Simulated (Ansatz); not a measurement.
Profile along the As–Al line in AlAs (zinc blende)

AlAs (zinc blende)

```cif
data_Al4As4
_chemical_formula_sum 'As4 Al4'
_space_group_name_H-M_alt 'F-43m'
_space_group_IT_number 216
_space_group_name_Hall 'F -4 2 3'
_cell_length_a 5.72844
_cell_length_b 5.72844
_cell_length_c 5.72844
_cell_angle_alpha 90.000
_cell_angle_beta 90.000
_cell_angle_gamma 90.000
loop_
_atom_site_label
_atom_site_type_symbol
_atom_site_symmetry_multiplicity
_atom_site_Wyckoff_symbol
_atom_site_fract_x
_atom_site_fract_y
_atom_site_fract_z
_atom_site_occupancy
As1 As 4 c 0.25000 0.25000 0.25000 1
Al1 Al 4 a 0.00000 0.00000 0.00000 1
```
(The calculation used a cell of 2 atoms; values per cell refer to that cell.)

Fields along a shortest As–Al line of a {110} plane (2.48 Å), from As to Al, interpolated on the slice's grid (step about 0.2 Å). All values below come from PBE (plane waves to 420 eV, PAW, scalar-relativistic; Ansatz, an electronic-structure program). k mesh 10×10×10. Near the nuclei the fields are pseudised (PAW); where an atom keeps semicore shells as valence, they peak there. AlAs was relaxed with its symmetry unable to fall.

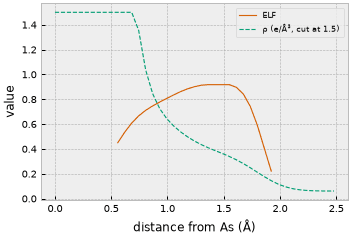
Fig. 1. ELF (away from the nuclei) and valence density from As to Al.

Density on the As–Al line (2.48 Å) at its midpoint: 0.46 e/Å³. ELF at that point: 0.9. ELF maximum in the middle third of the As–Al line: 0.92, 1.5 Å from As.
